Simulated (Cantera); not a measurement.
A closed system holds: 1 mol HBr, 0.051 mol H2, 0.56 mol O2, equilibrated at 7.50 Torr.

Equilibrium computed with Cantera from the NASA thermochemical tables; the gas is ideal and each condensed phase is pure. Candidate condensed phases: Br2, H2O; 25 gas species. Ions and electrons are included (thermal ionisation). Rates play no part.

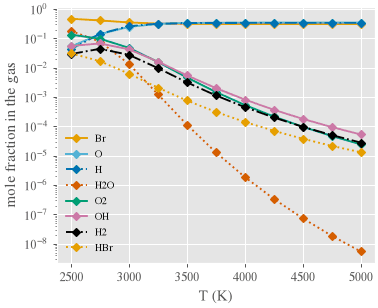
Equilibrium gas composition (values under 1e-9 drawn at 1e-9)

Problem. Read off the mole fractions at 2500 K.

Solution. Br about 0.47, H2O about 0.18, O2 about 0.14, OH about 0.055, O about 0.053, H about 0.043, HBr about 0.031, H2 about 0.029.
